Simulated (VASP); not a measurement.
Band structure of TiN (rock salt). All values below come from PBEsol GGA, VASP's PBE PAW potentials (set 64) (plane waves; VASP).

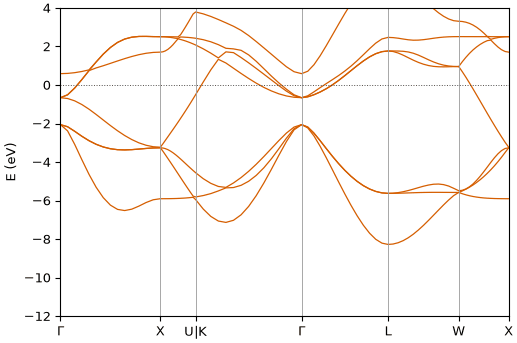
Bands along high-symmetry lines, zero at the valence-band maximum or, without a gap, the Fermi level

### Question
Read the plot: is there a gap, and where are the band edges?

### Answer
It has no gap at this level: it comes out as a metal or semimetal. (Edges off the drawn lines would not show.)

The compound is TiN in the rock salt structure. It was relaxed first. The electron count is odd and the run is not spin-polarised, which forces a metal.
